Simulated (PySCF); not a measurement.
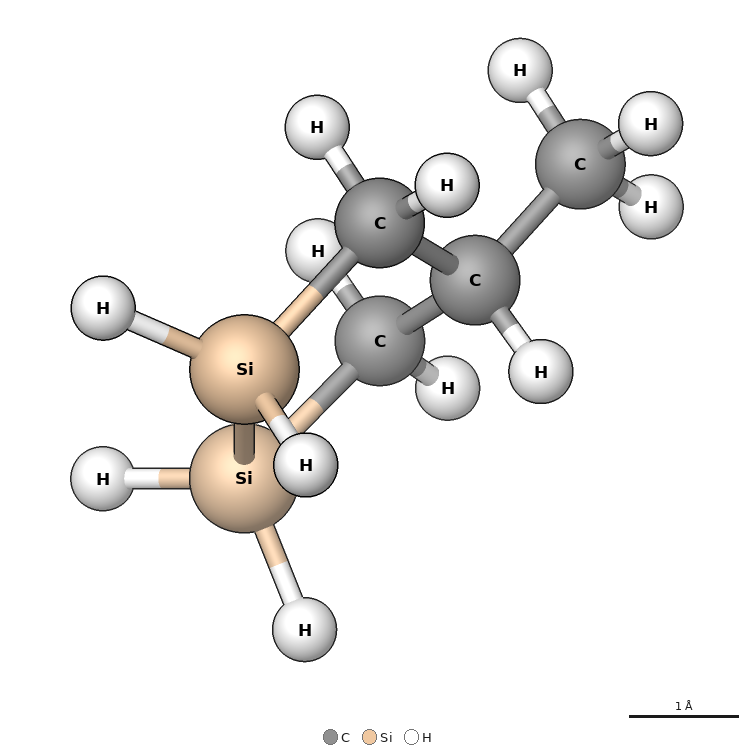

Computed geometry: PBE0-D3(BJ)/def2-SVP optimisation. No frequency run is at hand to confirm it as a minimum.

**Count the atoms of each element.**

C₄H₁₂Si₂, 18 atoms: 4 carbon, 12 hydrogen and 2 silicon.

**Does it have rings?**

Independent rings (smallest set): 1 of 5 members.

**Give the symmetry (Schoenflies symbol).**

Cs.

**Give a SMILES string for it.**

CC1C[SiH2][SiH2]C1

More results for the same structure follow; atom numbers are the same in all pictures, views and colours differ.

Geometry

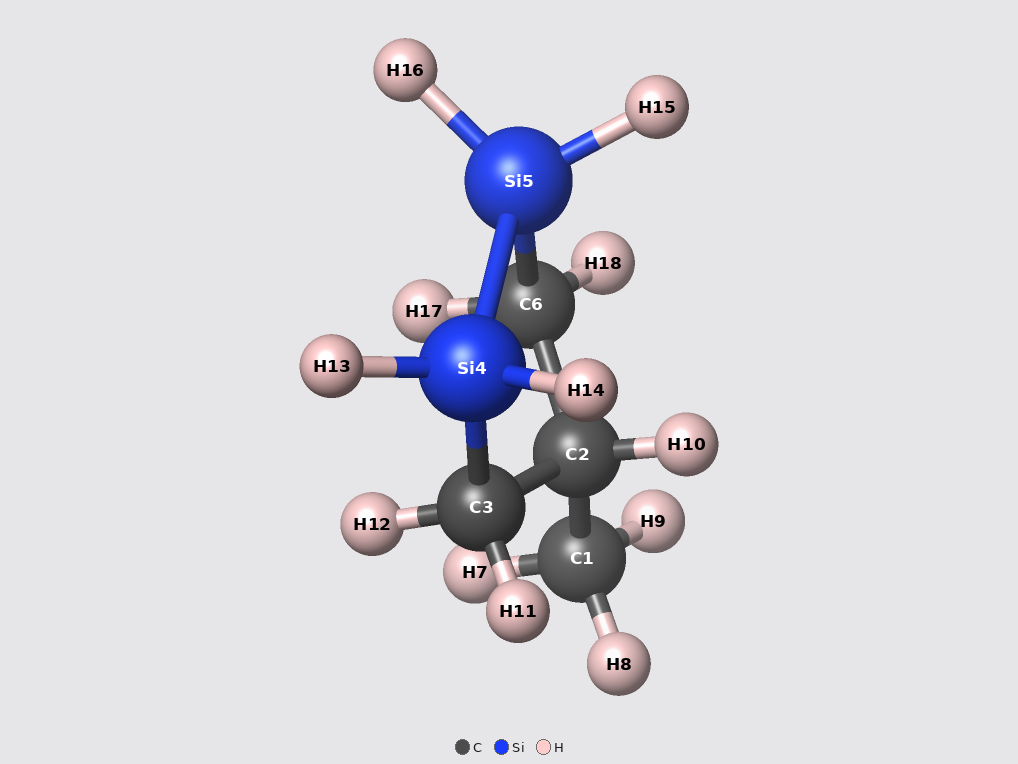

Atoms carry their numbers in the input. No frequency run is at hand to confirm it as a minimum.

**What is the geometry at C1?**

C1 has 4 neighbours (C2 at 1.52, H7 at 1.10, H8 at 1.10, H9 at 1.10 Å); the arrangement is tetrahedral.

**Describe the coordination of atom 2.**

C2 has 4 neighbours (C1 at 1.52, C3 at 1.54, C6 at 1.54, H10 at 1.11 Å); the arrangement is tetrahedral.

**What is the geometry at C3?**

C3 has 4 neighbours (C2 at 1.54, Si4 at 1.91, H11 at 1.10, H12 at 1.11 Å); the arrangement is tetrahedral.

**Which bond is the longest?**

Si4–Si5, 2.345 Å.

**What is the dihedral angle C3–C2–C6–Si5?**

52° in size, that is gauche.

NMR shielding

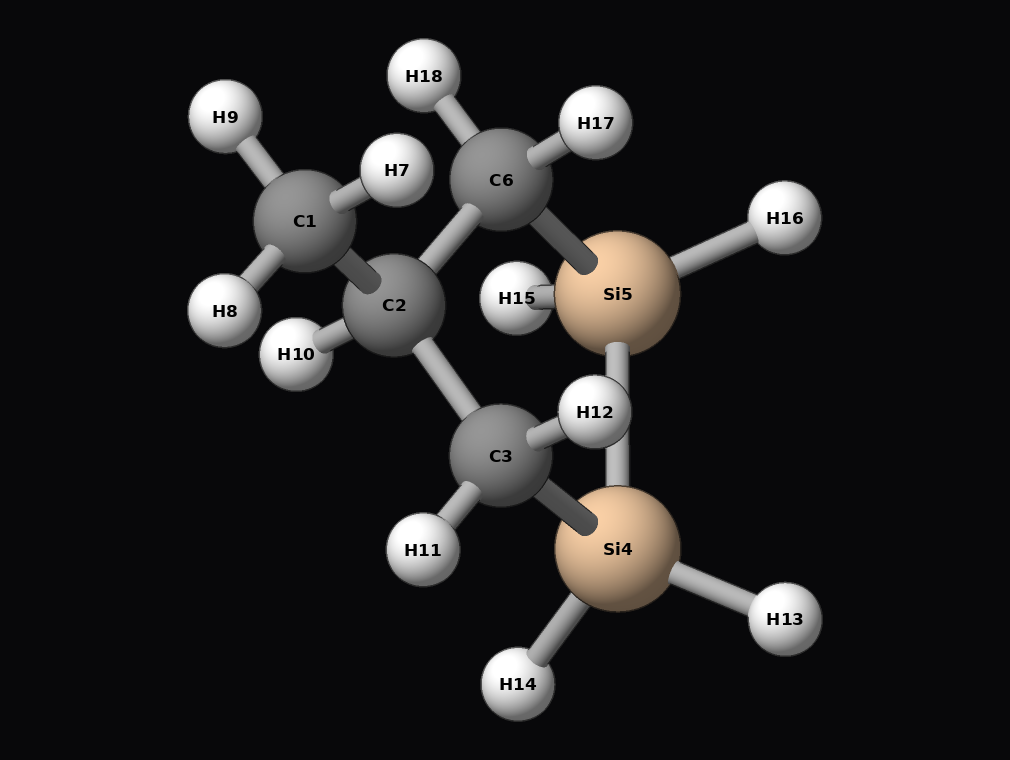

No frequency run is at hand to confirm it as a minimum. Level of theory: GIAO PBE0/pcSseg-1 NMR shielding, non-relativistic, IEF-PCM acetonitrile (PySCF 2.14.0). Principal shieldings σ11 ≤ σ22 ≤ σ33, span Ω = σ33 − σ11, skew κ = 3(σiso − σ22)/Ω.

Give the shielding tensors of the C atoms.

| atom | σ11 | σ22 | σ33 | σiso | Ω | κ |
| --- | --- | --- | --- | --- | --- | --- |
| C1 | 141.8 | 142.1 | 185.7 | 156.5 | 43.9 | 0.99 |
| C2 | 129.8 | 151.3 | 163.7 | 148.3 | 33.9 | −0.27 |
| C3, C6 | 147.4 | 154.4 | 191.9 | 164.6 | 44.5 | 0.68 |

Shieldings and span in ppm.

Ring current

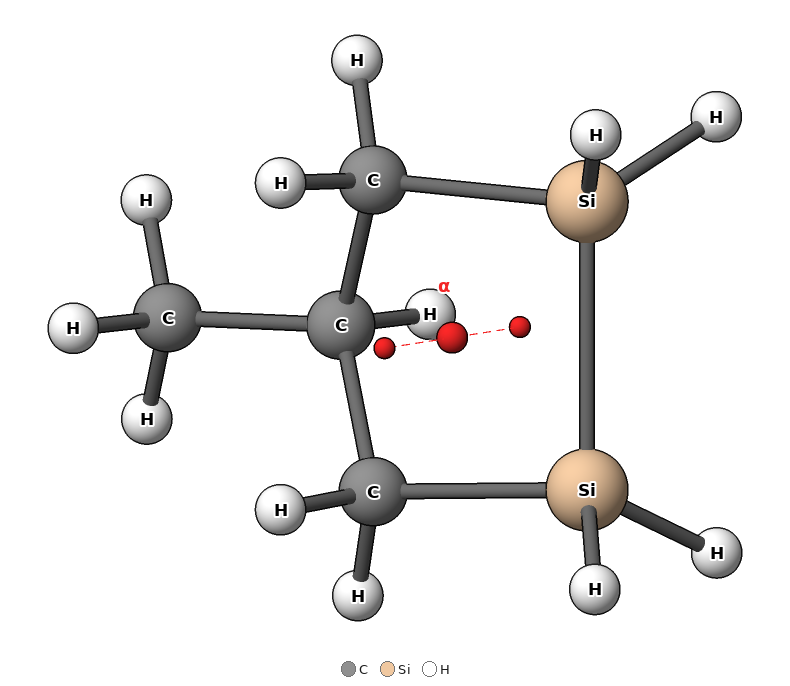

The small points mark where nucleus-independent chemical shifts (NICS) were computed: at the centre of each lettered ring and 1 Å above and below it. No frequency run is at hand to confirm it as a minimum. Properties computed with GIAO PBE0/pcSseg-1 NMR shielding, non-relativistic, IEF-PCM acetonitrile (PySCF 2.14.0).

Give NICS(0), NICS(1) and the out-of-plane component NICS(1)zz for each ring (means of the two sides).

| ring | members | NICS(0) | NICS(1) | NICS(1)zz |
| --- | --- | --- | --- | --- |
| α | C3Si2 | −4.5 | −4.0 | −0.9 |

Values in ppm.

**What do the values say about the ring currents?**

Ring α: weak, as in a non-aromatic ring. NICS is one index among several.

Excitation

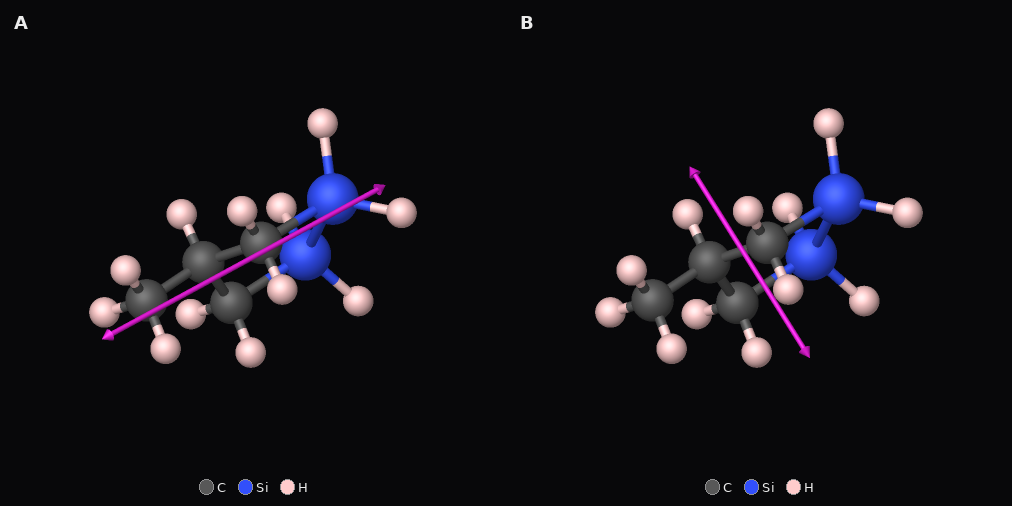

The double arrows show the directions of two transition dipoles from the ground state (lengths mean nothing). No frequency run is at hand to confirm it as a minimum. Level of theory: TDDFT CAM-B3LYP/def2-SVPD, vertical, IEF-PCM acetonitrile (non-equilibrium linear response), core orbitals frozen in the response (PySCF 2.14.0).

**One belongs to singlet state 2 and one to singlet state 5. Which is which?**

A: state 5, 7.84 eV (158 nm), oscillator strength 0.11, mainly HOMO−2 → LUMO (weight 0.54).
B: state 2, 6.64 eV (187 nm), oscillator strength 0.024, mainly HOMO → LUMO+2 (weight 0.63).
